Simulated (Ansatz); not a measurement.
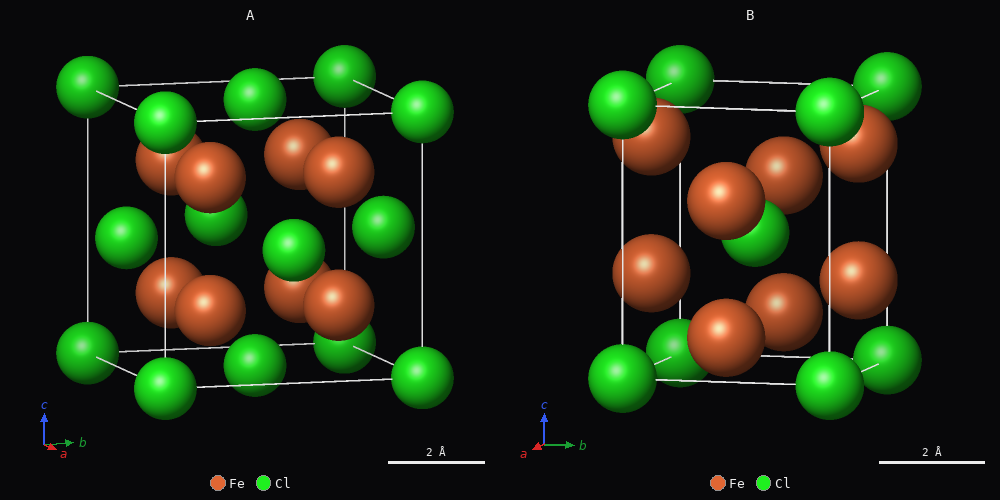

Two structures of Fe$_{2}$Cl, each relaxed to rest (conventional cells in solid outline, small ones repeated, not to one scale). Method: DFT PBE, scalar-relativistic, plane waves, PAW (Ansatz 0.2.0), with collinear spins.

> Name structures A and B.

A: antifluorite, Fm-3m. B: 6 atoms a cell on a primitive tetragonal lattice, P4_2/nmc.

> Compare their energies: which is lower?

B is lower, by 97 meV/atom at this level of theory (energies at zero smearing). Volumes: A 14.7, B 14.8 Å³/atom.

One or both may be structure types tried for this composition rather than known phases.
